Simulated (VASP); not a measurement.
Energy against volume of Pb (fcc). Method: vdW-DF2, VASP's PBE PAW potentials (set 64) (plane waves; VASP 6.6.1).

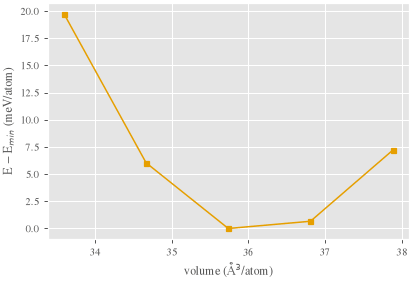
Figure: Energy against volume

Question: Estimate the equilibrium volume and the bulk modulus.

Answer: The minimum lies near 36.2 Å³/atom, and the curvature gives B0 of about 32 GPa.

Measured: bulk modulus 47.0 GPa at 0 K (computed value off by -31.9 %), as given by H. Levämäki et al., Physical Review B (2014), arXiv:1402.3671 [corrected for temperature and zero-point phonon effects]; a 4.902 Å at 0 K (computed value off by +7.1 %), as given by Gábor I. Csonka et al., Physical Review B (2009), arXiv:0903.4037 [low-temperature or extrapolated to 0 K; zero-point anharmonic expansion removed].

The compound is Pb in the fcc structure. It was relaxed first, which changed the volume by +19 %.
